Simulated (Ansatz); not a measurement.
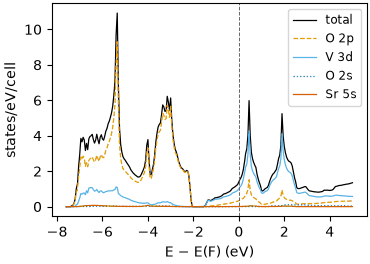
*Total and projected density of states of SrVO$_{3}$ (cubic perovskite, space group No. 221), r²SCAN in the plane-wave PAW code Ansatz*

Task: Which orbitals carry the states next to the Fermi level?

Result: Within 0.5 eV of the Fermi level: V 3d 73 %, O 2p 24 %. Projections are on Löwdin-orthogonalised atomic valence shells; empty p or d shells of many metals are not among them.

Task: Where is the tallest occupied peak in this window, and what makes it?

Result: Near -5.3 eV, about 11 states/eV per cell; the largest projected share is O 2p.

Space group Pm-3m (cubic perovskite). The r²SCAN relaxation kept the symmetry of its start. Spin order of the final state: ferromagnetic, chosen from 5 collinear starts compared on coarse meshes (ties went to the first, and starts can fall back to one state), not a proven ground state. Other orbital occupations within this spin state were not tried. No Hubbard U is applied. The compound may be a true metal, but semilocal functionals without U, or a wrong spin order, can also close a gap. Spin–orbit coupling is left out wherever it is not named.

Potentials: the later of the program's two PAW sets.
